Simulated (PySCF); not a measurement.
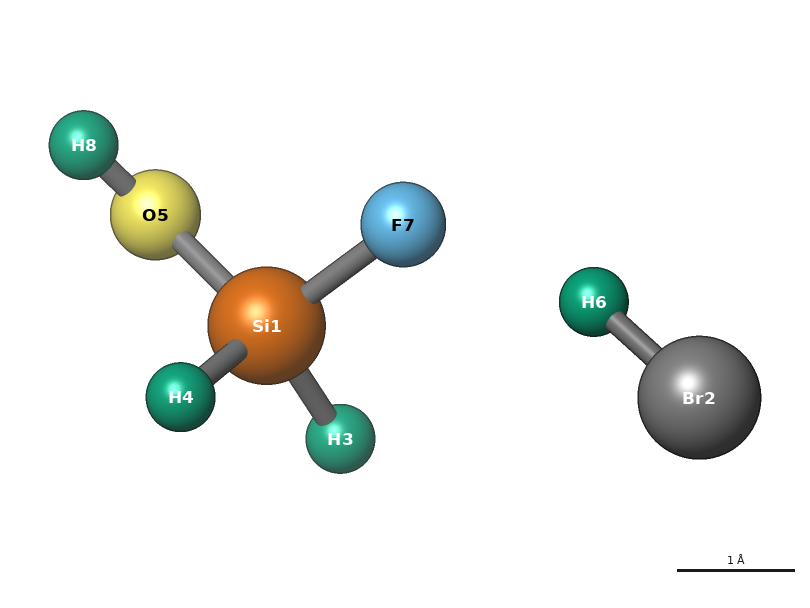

The geometry was computed by an optimisation with PBE0-D4/def2-TZVP. No frequency run is at hand to confirm it as a minimum.

Give the bond lengths.

```json
{"bond": "Si1–H3", "length (Å)": "1.473"}
{"bond": "Si1–H4", "length (Å)": "1.480"}
{"bond": "Si1–O5", "length (Å)": "1.626"}
{"bond": "Si1–F7", "length (Å)": "1.607"}
{"bond": "Br2–H6", "length (Å)": "1.425"}
{"bond": "O5–H8", "length (Å)": "0.958"}
```
